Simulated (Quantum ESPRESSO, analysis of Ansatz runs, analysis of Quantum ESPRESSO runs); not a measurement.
## Reproducing a measured local vibrational mode: As-H pair in CdTe (Quantum ESPRESSO)

How near does this set-up come to the measured local vibrational mode? Subject: As-H pair in CdTe. Set-up: PBE, GBRV 1.5 PBE, 32-site cell, PBE lattice, k: the single point 1/4 1/4 1/4, displacement 0.15 A. The model is a cell of 32 host atoms with As put on another atom's site and H put in between. The frequencies come from force constants among the defect atom and its neighbours, with the masses of the isotopes named.

What was measured. As-H stretch, 1H: 2022 cm⁻¹, by infrared absorption (quoted in “Hydrogen in Compound Semiconductors”, 1993, E.E. Haller, quoting earlier work (1993)). The calculation is set beside it at the end.

Method: Quantum ESPRESSO plane-wave DFT, PBE, GBRV 1.5 PBE potentials; relaxation of all atoms of a defect supercell, in Quantum ESPRESSO 7.5.

### 1. The starting structure

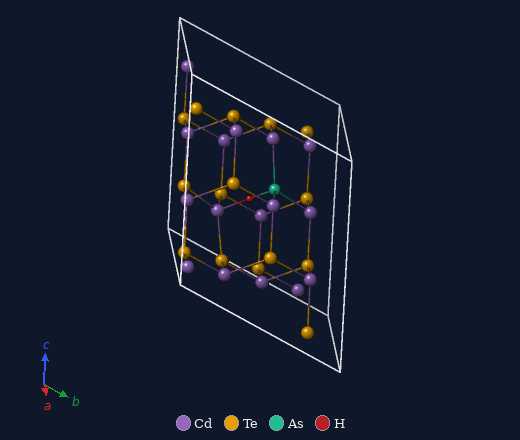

The cell as given, slightly off an axis (cadmium purple, tellurium orange, arsenic teal, hydrogen red).

The cell holds 33 atoms: 16 Cd, 15 Te, 1 As and 1 H. Its edges and angles: a = 11.483 Å, b = 11.483 Å, c = 11.483 Å, α = 109.5°, β = 109.5°, γ = 109.5°. It derives from CdTe (space group F-43m). Nearest the centre at fractional (0.443, 0.693, 0.443): H33 at 0.67 Å, As28 at 0.92 Å, Cd7 at 2.65 Å, Cd12 at 3.14 Å, Cd16 at 3.15 Å, Cd9 at 3.16 Å, Te23 at 4.17 Å, Te19 at 4.17 Å.

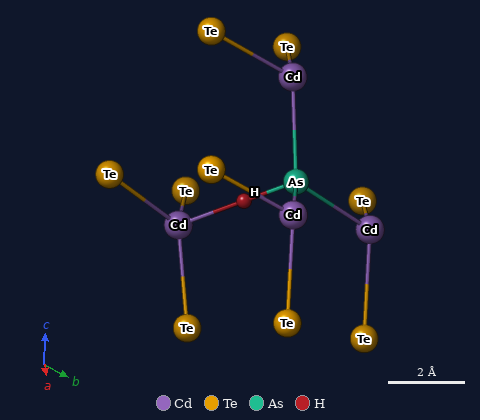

The atoms within 5 Å of the centre.

The host's primitive cell comes from a first run (Quantum ESPRESSO plane-wave DFT, PBE, GBRV 1.5 PBE potentials; relaxation of cell and atoms of a defect-free cell): vectors of 4.688, 4.688 and 4.688 Å. That is 36.43 Å³ an atom, 7.1 % over the diffraction cell's volume. The supercell is built on it.

### 2. Relaxation, charge 0

Every later number rests on the structure around the defect, so the atoms are relaxed at the host's lattice first.

The input, pw.in:

```
&CONTROL
  calculation = 'relax'
  prefix = 'pwscf'
  outdir = './tmp'
  pseudo_dir = './pseudo'
  tprnfor = .true.
  disk_io = 'low'
  nstep = 70
  forc_conv_thr = 0.00039
  etot_conv_thr = 0.0001
/
&SYSTEM
  ibrav = 0
  nat = 33
  ntyp = 4
  ecutwfc = 45
  ecutrho = 360
  nbnd = 148
  occupations = 'smearing'
  smearing = 'fd'
  degauss = 0.00073499
  nosym = .true.
/
&ELECTRONS
  conv_thr = 3d-08
  electron_maxstep = 100
  mixing_beta = 0.5
/
&IONS
  ion_dynamics = 'bfgs'
/
ATOMIC_SPECIES
Cd   112.4140 cd_pbe_v1.uspp.F.UPF
Te   127.6000 te_pbe_v1.uspp.F.UPF
As    74.9216 as_pbe_v1.uspp.F.UPF
H      1.0080 h_pbe_v1.4.uspp.F.UPF
CELL_PARAMETERS angstrom
  -6.6299189394    6.6299189394   -6.6299189394
   6.6299189394    6.6299189394    6.6299189394
   6.6299189394   -6.6299189394   -6.6299189394
ATOMIC_POSITIONS crystal
Cd    -0.0014430646   -0.0015981682   -0.0019945376
Cd     0.0016257463    0.2519838268    0.7509739967
Cd     0.0013968976    0.5005886354    0.5019739981
Cd    -0.0013235088    0.7495537242    0.2480594080
Cd     0.2499408067   -0.0009374398    0.7511838394
Cd     0.2514859098    0.2518898387    0.5017515108
Cd     0.2118411718    0.4627926002    0.2111661787
Cd     0.2520122716    0.7516123741    0.0012928815
Cd     0.5010467726    0.0011988287    0.5021259693
Cd     0.4998989857    0.2481076445    0.2494407788
Cd     0.5014855017    0.4994886752   -0.0000805450
Cd     0.4980462314    0.7487584702    0.7482819953
Cd     0.7505815539   -0.0013668406    0.2503427890
Cd     0.7517042324    0.2497504627    0.0003496765
Cd     0.7500940399    0.4988438634    0.7483266081
Cd     0.7496473412    0.7492634259    0.4980024692
Te    -0.0015832053    0.0004452272    0.7495702133
Te     0.0004211463    0.2490854294    0.5011733660
Te    -0.0000985180    0.4985071991    0.2483857710
Te     0.0003087646    0.7501395476   -0.0015738141
Te     0.2484366813   -0.0020290724    0.4989470775
Te     0.2483852785    0.2479855685    0.2487886155
Te     0.2518873792    0.5015682702    0.0005934998
Te     0.2499785197    0.7502406035    0.7517984067
Te     0.5019229924    0.0017499199    0.2510996530
Te     0.4983847336    0.2487572454    0.0001082995
Te     0.5000979624    0.5011585168    0.7518090303
As     0.5234548957    0.7733616882    0.5236524225
Te     0.7504853845   -0.0006513943   -0.0015269729
Te     0.7495500563    0.2486482662    0.7507298001
Te     0.7518002799    0.5001272757    0.5000579450
Te     0.7482470294    0.7497385780    0.2485232561
H      0.3840805081    0.6358479244    0.3850182261
K_POINTS crystal
1
0.25 0.25 0.25 1.0
```

The run is started by

```
$ OMP_NUM_THREADS=1 mpirun -n 4 pw.x -in pw.in > pw.out
```

The log of the run:

```text
[shortened: banners, details of potentials and solvers, and blank lines are left out]
     bravais-lattice index     =            0
     lattice parameter (alat)  =      21.7004  a.u.
     unit-cell volume          =    7866.4946 (a.u.)^3
     number of atoms/cell      =           33
     number of atomic types    =            4
     number of electrons       =       288.00
     number of Kohn-Sham states=          148
     kinetic-energy cutoff     =      45.0000  Ry
     charge density cutoff     =     360.0000  Ry
     scf convergence threshold =      3.0E-08
     mixing beta               =       0.5000
     number of iterations used =            8  plain     mixing
     energy convergence thresh.=      1.0E-04
     force convergence thresh. =      3.9E-04
     Exchange-correlation=  SLA  PW   PBX  PBC
                           (   1   4   3   4   0   0   0)
     nstep                     =           70
     crystal axes: (cart. coord. in units of alat)
               a(1) = (  -0.577350   0.577350  -0.577350 )
               a(2) = (   0.577350   0.577350   0.577350 )
               a(3) = (   0.577350  -0.577350  -0.577350 )
     PseudoPot. # 1 for Cd read from file:
     cd_pbe_v1.uspp.F.UPF
     Pseudo is Ultrasoft + core correction, Zval = 12.0
[...]
PseudoPot. # 2 for Te read from file:
     te_pbe_v1.uspp.F.UPF
     Pseudo is Ultrasoft + core correction, Zval =  6.0
[...]
PseudoPot. # 3 for As read from file:
     as_pbe_v1.uspp.F.UPF
     Pseudo is Ultrasoft + core correction, Zval =  5.0
[...]
PseudoPot. # 4 for H  read from file:
     h_pbe_v1.4.uspp.F.UPF
     Pseudo is Ultrasoft, Zval =  1.0
     atomic species   valence    mass     pseudopotential
     Cd               12.00   112.41400     Cd( 1.00)
     Te                6.00   127.60000     Te( 1.00)
     As                5.00    74.92160     As( 1.00)
     H                 1.00     1.00800     H ( 1.00)
     No symmetry found
     site n.     atom                  positions (alat units)
         1        Cd     tau(   1) = (  -0.0012411  -0.0006043   0.0010620  )
         2        Cd     tau(   2) = (   0.5781193  -0.2871535  -0.2890307  )
         3        Cd     tau(   3) = (   0.5780233   0.0000067  -0.0016063  )
         4        Cd     tau(   4) = (   0.5767363   0.2887738   0.2903020  )
         5        Cd     tau(   5) = (   0.2888516  -0.2899340  -0.5785408  )
         6        Cd     tau(   6) = (   0.2899196   0.0009378  -0.2894532  )
         7        Cd     tau(   7) = (   0.2668037   0.2675831   0.0229700  )
         8        Cd     tau(   8) = (   0.2891907   0.5786965   0.2876978  )
[...]
number of k points=     1  Fermi-Dirac smearing, width (Ry)=  0.0007
                       cart. coord. in units 2pi/alat
        k(    1) = (   0.4330127   0.4330127  -0.4330127), wk =   2.0000000
     Dense  grid:   906883 G-vectors     FFT dimensions: ( 135, 135, 135)
     Smooth grid:   321073 G-vectors     FFT dimensions: (  96,  96,  96)
     starting charge     279.9958, renormalised to     288.0000
     Self-consistent Calculation
     iteration #  1     ecut=    45.00 Ry     beta= 0.50
     total energy              =   -2275.00567044 Ry
     estimated scf accuracy    <       1.38151311 Ry
     iteration #  2     ecut=    45.00 Ry     beta= 0.50
     total energy              =   -2275.41942673 Ry
     estimated scf accuracy    <       0.11825121 Ry
     iteration #  3     ecut=    45.00 Ry     beta= 0.50
     total energy              =   -2275.43051616 Ry
     estimated scf accuracy    <       0.02057528 Ry
[...]
estimated scf accuracy    <       0.00000027 Ry
[... 158 further cycles ...]
     iteration #  5     ecut=    45.00 Ry     beta= 0.50
     total energy              =   -2275.45265048 Ry
     estimated scf accuracy    <          9.1E-09 Ry
     iteration #  6     ecut=    45.00 Ry     beta= 0.50
     total energy              =   -2275.45265048 Ry
     estimated scf accuracy    <          1.6E-09 Ry
     iteration #  7     ecut=    45.00 Ry     beta= 0.50
     End of self-consistent calculation
          k = 0.4330 0.4330-0.4330 ( 40140 PWs)   bands (ev):
    -6.3661  -6.3174  -6.3167  -6.2956  -6.1598  -6.1582  -6.1427  -6.0900
    -6.0886  -6.0883  -6.0638  -6.0635  -6.0633  -6.0623  -6.0446  -6.0439
    -3.9387  -3.8699  -3.8695  -3.8351  -3.8347  -3.7003  -3.6957  -3.6956
    -3.6884  -3.6883  -3.6744  -3.6743  -3.6737  -3.6516  -3.6514  -3.6505
    -3.6503  -3.6443  -3.6442  -3.6429  -3.6370  -3.6369  -3.6352  -3.6287
    -3.6243  -3.6241  -3.6107  -3.6106  -3.6082  -3.5730  -3.5729  -3.5680
    -3.5641  -3.5641  -3.5598  -3.5547  -3.5530  -3.5528  -3.5322  -3.5321
    -3.5310  -3.5293  -3.5291  -3.5289  -3.5243  -3.5232  -3.5190  -3.5188
[...]
the Fermi energy is     4.7244 ev
!    total energy              =   -2275.45265048 Ry
     estimated scf accuracy    <          8.0E-11 Ry
     smearing contrib. (-TS)   =       0.00000000 Ry
     internal energy E=F+TS    =   -2275.45265048 Ry
     The total energy is F=E-TS. E is the sum of the following terms:
     one-electron contribution =    -791.40663254 Ry
     hartree contribution      =     589.93840319 Ry
     xc contribution           =    -878.69880246 Ry
     ewald contribution        =   -1195.28561867 Ry
     convergence has been achieved in   7 iterations
     Forces acting on atoms (cartesian axes, Ry/au):
     atom    1 type  1   force =     0.00014302    0.00014386   -0.00030602
     atom    2 type  1   force =     0.00001806    0.00022057   -0.00014035
     atom    3 type  1   force =    -0.00008981    0.00009301    0.00013235
     atom    4 type  1   force =    -0.00006030   -0.00014843   -0.00011626
     atom    5 type  1   force =    -0.00014005   -0.00014139    0.00018974
     atom    6 type  1   force =    -0.00017166    0.00009404    0.00009838
     atom    7 type  1   force =    -0.00015842    0.00016931   -0.00041854
     atom    8 type  1   force =    -0.00019209   -0.00014054   -0.00003549
[...]
Total force =     0.001497     Total SCF correction =     0.000027
     Energy error            =      6.6E-06 Ry
     Gradient error          =      4.2E-04 Ry/Bohr
     number of scf cycles    =  23
     number of bfgs steps    =  22
     energy             old  =   -2275.4526439280 Ry
     energy             new  =   -2275.4526504848 Ry
     CASE: energy            _new < energy            _old
     new trust radius        =       0.0020463458 bohr
     new conv_thr            =       0.0000000003 Ry
ATOMIC_POSITIONS (crystal)
Cd              -0.0024072417       -0.0028516759       -0.0026604910
Cd              -0.0020760224        0.2478523689        0.7476361548
Cd               0.0008550756        0.5001847899        0.5049094216
Cd               0.0007605534        0.7546159135        0.2500022727
Cd               0.2474779236       -0.0030002314        0.7471398187
Cd               0.2504688084        0.2503909384        0.5048539841
Cd               0.2036343919        0.4531550849        0.2033317899
Cd               0.2509579394        0.7550763035        0.0011178105
[...]
Self-consistent Calculation
     iteration #  1     ecut=    45.00 Ry     beta= 0.50
     total energy              =   -2275.45265479 Ry
     estimated scf accuracy    <       0.00000107 Ry
     iteration #  2     ecut=    45.00 Ry     beta= 0.50
     total energy              =   -2275.45265566 Ry
     estimated scf accuracy    <       0.00000028 Ry
     iteration #  3     ecut=    45.00 Ry     beta= 0.50
     total energy              =   -2275.45265569 Ry
     estimated scf accuracy    <       0.00000005 Ry
[...]
estimated scf accuracy    <          6.3E-09 Ry
     iteration #  5     ecut=    45.00 Ry     beta= 0.50
     total energy              =   -2275.45265571 Ry
     estimated scf accuracy    <          3.9E-09 Ry
     iteration #  6     ecut=    45.00 Ry     beta= 0.50
     total energy              =   -2275.45265571 Ry
     estimated scf accuracy    <          5.4E-10 Ry
     iteration #  7     ecut=    45.00 Ry     beta= 0.50
     End of self-consistent calculation
          k = 0.4330 0.4330-0.4330 ( 40140 PWs)   bands (ev):
    -6.3669  -6.3174  -6.3170  -6.2955  -6.1601  -6.1593  -6.1434  -6.0902
    -6.0885  -6.0884  -6.0632  -6.0631  -6.0630  -6.0622  -6.0435  -6.0428
    -3.9394  -3.8706  -3.8705  -3.8358  -3.8356  -3.7003  -3.6956  -3.6955
    -3.6883  -3.6883  -3.6744  -3.6742  -3.6737  -3.6517  -3.6514  -3.6504
    -3.6502  -3.6442  -3.6441  -3.6427  -3.6369  -3.6367  -3.6350  -3.6284
    -3.6241  -3.6238  -3.6107  -3.6106  -3.6080  -3.5730  -3.5729  -3.5681
    -3.5640  -3.5640  -3.5598  -3.5547  -3.5529  -3.5528  -3.5323  -3.5322
    -3.5309  -3.5294  -3.5292  -3.5291  -3.5242  -3.5231  -3.5190  -3.5189
[...]
the Fermi energy is     4.7241 ev
!    total energy              =   -2275.45265571 Ry
     estimated scf accuracy    <          4.7E-11 Ry
     smearing contrib. (-TS)   =       0.00000000 Ry
     internal energy E=F+TS    =   -2275.45265571 Ry
     The total energy is F=E-TS. E is the sum of the following terms:
     one-electron contribution =    -791.40251427 Ry
     hartree contribution      =     589.93631479 Ry
     xc contribution           =    -878.69883956 Ry
     ewald contribution        =   -1195.28761667 Ry
     convergence has been achieved in   7 iterations
     Forces acting on atoms (cartesian axes, Ry/au):
     atom    1 type  1   force =     0.00013425    0.00015533   -0.00019255
     atom    2 type  1   force =     0.00006137    0.00008805   -0.00013846
     atom    3 type  1   force =    -0.00006271    0.00010737    0.00008220
     atom    4 type  1   force =    -0.00000628   -0.00015912   -0.00008533
     atom    5 type  1   force =    -0.00013826   -0.00016565    0.00017641
     atom    6 type  1   force =    -0.00016043    0.00010420    0.00004980
     atom    7 type  1   force =     0.00007208    0.00015703   -0.00028145
     atom    8 type  1   force =    -0.00014651   -0.00008302   -0.00004970
[...]
Total force =     0.001206     Total SCF correction =     0.000026
     Energy error            =      5.2E-06 Ry
     Gradient error          =      2.8E-04 Ry/Bohr
     bfgs converged in  24 scf cycles and  23 bfgs steps
     (criteria: energy <  1.0E-04 Ry, force <  3.9E-04 Ry/Bohr)
     End of BFGS Geometry Optimization
     Final energy             =   -2275.4526557088 Ry
Begin final coordinates
ATOMIC_POSITIONS (crystal)
Cd              -0.0024072417       -0.0028516759       -0.0026604910
Cd              -0.0020760224        0.2478523689        0.7476361548
Cd               0.0008550756        0.5001847899        0.5049094216
Cd               0.0007605534        0.7546159135        0.2500022727
Cd               0.2474779236       -0.0030002314        0.7471398187
Cd               0.2504688084        0.2503909384        0.5048539841
Cd               0.2036343919        0.4531550849        0.2033317899
Cd               0.2509579394        0.7550763035        0.0011178105
[...]
End final coordinates
   JOB DONE.
```

Elapsed: 48 min, on 4 MPI ranks of Arm Neoverse V1, shared host; peak memory 4 GiB; 3.2 h of CPU time.

The steps of the relaxation (22 of 24):

```csv
step,energy less that of the first step (eV)
0,0.0000
1,-0.0451
2,-0.0873
3,-0.1383
4,-0.1901
5,-0.2159
7,-0.2230
8,-0.2275
9,-0.2324
10,-0.2361
11,-0.2366
12,-0.2370
13,-0.2375
14,-0.2380
15,-0.2381
16,-0.2383
18,-0.2388
19,-0.2391
20,-0.2393
21,-0.2393
22,-0.2394
23,-0.2395
```

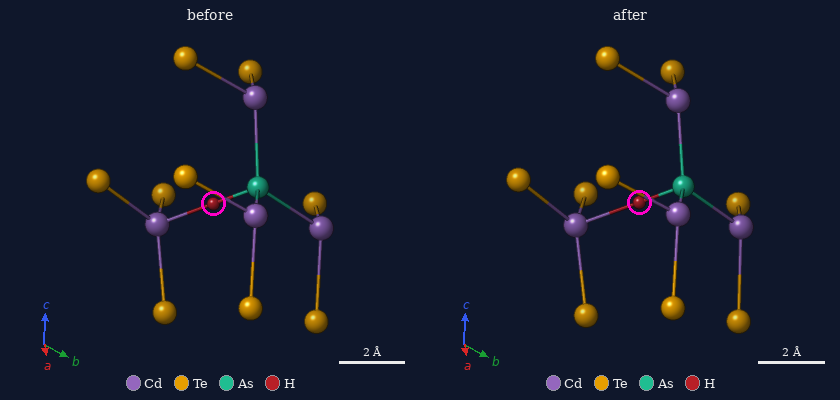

Before and after: the atoms that start within 5 Å of the centre. H33, which moves most, is ringed if it is among them.

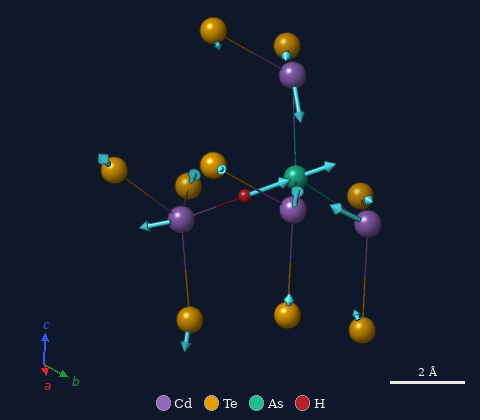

Displacements in the relaxation near the centre, exaggerated; the longest in the cell stands for 0.14 Å.

The atoms that moved most (Å):

| atom | dx | dy | dz | length |
| --- | --- | --- | --- | --- |
| H33 | 0.074 | 0.083 | -0.087 | 0.141 |
| Cd16 | 0.093 | -0.069 | 0.054 | 0.127 |
| Cd9 | -0.074 | -0.062 | -0.073 | 0.121 |
| Cd12 | -0.056 | 0.089 | 0.044 | 0.114 |
| As28 | 0.061 | 0.063 | -0.061 | 0.107 |
| Cd7 | -0.061 | -0.066 | 0.042 | 0.100 |
| Te19 | 0.065 | -0.036 | 0.032 | 0.081 |
| Te22 | -0.030 | -0.023 | -0.055 | 0.067 |

The relaxed structure:

```
CELL_PARAMETERS angstrom
-6.62992 6.62992 -6.62992
6.62992 6.62992 6.62992
6.62992 -6.62992 -6.62992
ATOMIC_POSITIONS crystal
Cd 0.99759 0.99715 0.99734
Cd 0.99792 0.24785 0.74764
Cd 0.00086 0.50018 0.50491
Cd 0.00076 0.75462 0.25000
Cd 0.24748 0.99700 0.74714
Cd 0.25047 0.25039 0.50485
Cd 0.20363 0.45316 0.20333
Cd 0.25096 0.75508 0.00112
Cd 0.50186 0.99093 0.50198
Cd 0.50495 0.25045 0.25017
Cd 0.50505 0.49984 0.00035
Cd 0.50138 0.75119 0.74069
Cd 0.74766 0.99724 0.24791
Cd 0.74772 0.24754 0.99794
Cd 0.74768 0.49775 0.74718
Cd 0.74042 0.75111 0.50095
Te 0.00005 0.99960 0.74947
Te 0.99816 0.24780 0.49839
Te 0.99478 0.50071 0.25087
Te 0.99822 0.74818 0.99775
Te 0.25247 0.99977 0.49991
Te 0.25081 0.24400 0.25064
Te 0.25125 0.50079 0.99453
Te 0.25256 0.74992 0.75027
Te 0.50052 0.00026 0.25293
Te 0.49820 0.24739 0.99766
Te 0.50024 0.50225 0.74994
As 0.53281 0.78268 0.53284
Te 0.74986 0.99953 0.00027
Te 0.75016 0.25049 0.75020
Te 0.75026 0.50238 0.49983
Te 0.75018 0.74972 0.25218
H 0.39690 0.64763 0.39716
```

The atoms nearest to the centre after the run:

```csv
atom,distance (Å)
H33,0.525
As28,1.031
Cd7,2.751
Cd16,3.037
Cd9,3.038
Cd12,3.039
Te19,4.224
Te23,4.226
Te22,4.231
```

Neighbours of the added atoms: H33: As28 1.56, Cd7 2.23, Cd9 3.34 Å.

(Part 1 of 2 ends here.)

[Logs are printed without paths, hosts, clocks, repeated set-up lines and the standing remarks that a program may print on its own settings, such as how far it seeks lower states.]

[Hosts, paths, dates, database ids (printed as entryN), source tags and the programs' standing remarks are cut or masked in the printed files.]

[For some hosts the program warned that the k-mesh of the response run may be too coarse for force constants and the static dielectric constant; such warnings are not shown here.]
